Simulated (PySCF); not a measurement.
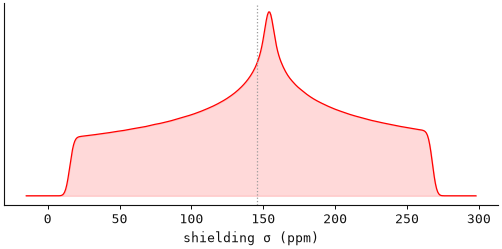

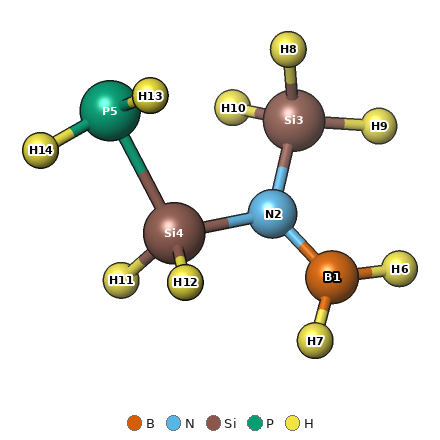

Static powder pattern (¹⁵N) from GIAO shielding tensors of BSi₂PNH₉, SMILES BN([SiH3])[SiH2]P, CAM-B3LYP/pcSseg-1 in PySCF, at a PBE0-D3(BJ)/def2-SVP geometry (no frequency check); absolute shielding, one fixed geometry of the isolated molecule without any motion, no dipolar terms. The dotted line is the isotropic value; skew is 3(σiso − σ22)/span.

> The pattern belongs to N2. Give the principal values, span and skew.

N2: σ11, σ22, σ33 = 15, 154, 268 ppm, isotropic 146, span 252 ppm, skew −0.10.

Note: one conformer of a flexible molecule.
